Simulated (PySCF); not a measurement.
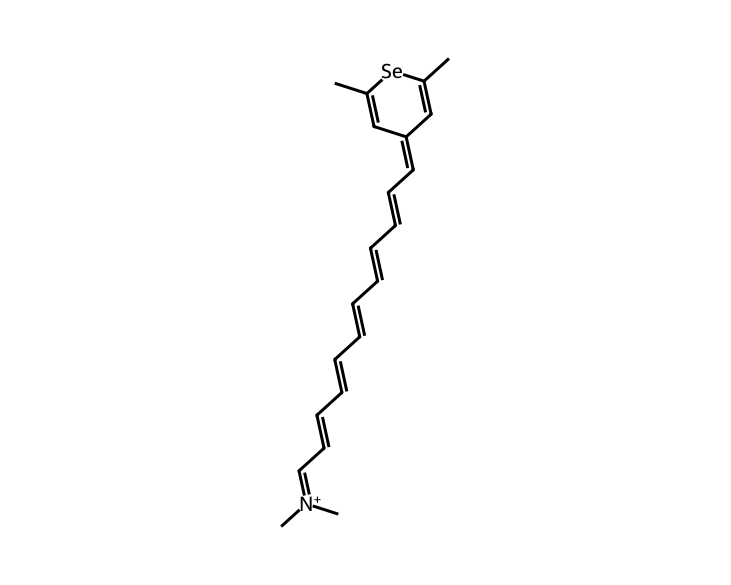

State: charge +1, singlet. The geometry was computed by an optimisation with GFN2-xTB. No frequency run is at hand to confirm it as a minimum. Level of theory: PBE/def2-SVP, gas phase (PySCF 2.14.0). Excitations: vertical, linear response.

**What is the HOMO energy (Kohn–Sham orbital)?**

−6.76 eV.

**What is the LUMO energy (Kohn–Sham orbital)?**

−5.83 eV.

**Estimate the mean static polarisability.**

852.3 bohr³.

**Estimate the lowest vertical singlet excitation.**

1.96 eV.

The geometry is semi-empirical. Around Se such bond lengths and angles can be off by a tenth of an ångström or more and by several degrees, and values that hang on the shape move with them.
